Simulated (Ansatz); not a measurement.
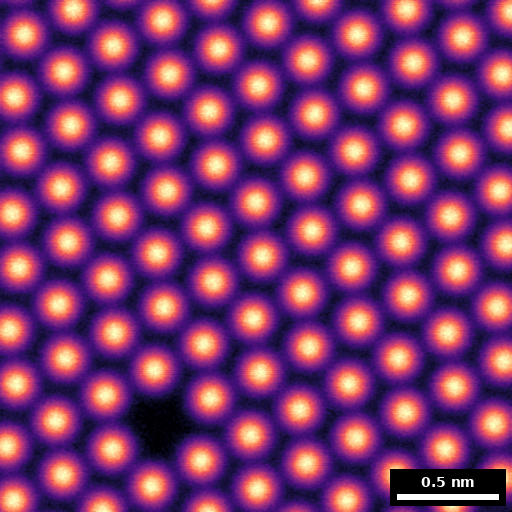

Dark-field STEM-like image of Zr (P6_3/mmc, No. 194) along [100]. Simulation: incoherent imaging, intensity Z^1.7 per atom, probe width 1.30 Å, thin sample. The display is stretched by a gamma of 0.65; percentages refer to the linear signal. Shot noise and a slight drift were added.

The sample is 1 repeat (3.2 Å) thick. One point defect was put into the perfect crystal, without relaxing the atoms around it. Brightness is counted from the darkest point of the image. Host structure: the input geometry of an electronic-structure calculation (not necessarily at equilibrium).

Q: Where is the defect (in Å from the left and the top edge), and what does its contrast suggest?

A: At about 8 Å from the left and 21 Å from the top. The column has all but vanished there, which points to a vacancy or a much lighter atom. The column holds 1 atom (Zr) through the sample, and one Zr atom is missing, so its peak vanishes.
